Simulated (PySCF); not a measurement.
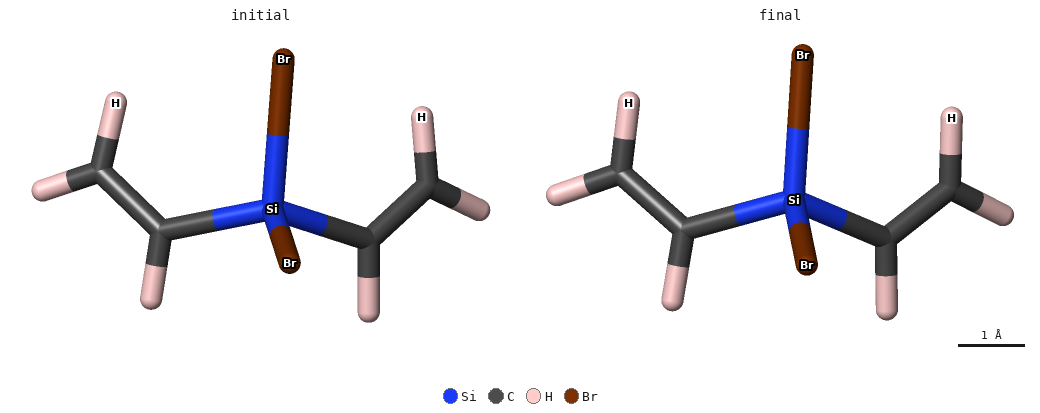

The structure of C4H6Br2Si before (left) and after (right) a relaxation, at one scale.

A stick model, seen at a tilt.

The start comes from GFN2-xTB. Its atoms were then displaced at random by about 0.03 Å.

Method: PySCF 2.14.0, density-fitted response routines, PBE0-D3(BJ)/def2-SVP geometry optimisation, gas phase. 

Summarise the run.

The largest move after the best rigid fit is that of an H atom, 0.18 Å. By element the largest moves are H 0.18 Å, Si 0.14 Å, Br 0.12 Å, C 0.06 Å. Near-neighbour distances that change, for instance: C–H 0.997 → 1.096 Å, Br–Si 2.314 → 2.229 Å, C–H 1.050 → 1.095 Å, C–C 1.355 → 1.337 Å. Bond angles that change, for instance: Br–Si–Br 103.0° → 109.4°, C–Si–Br 112.7° → 106.9°, Si–C–H 110.9° → 116.0°. Over 11 geometry steps the energy falls by 0.478 eV.
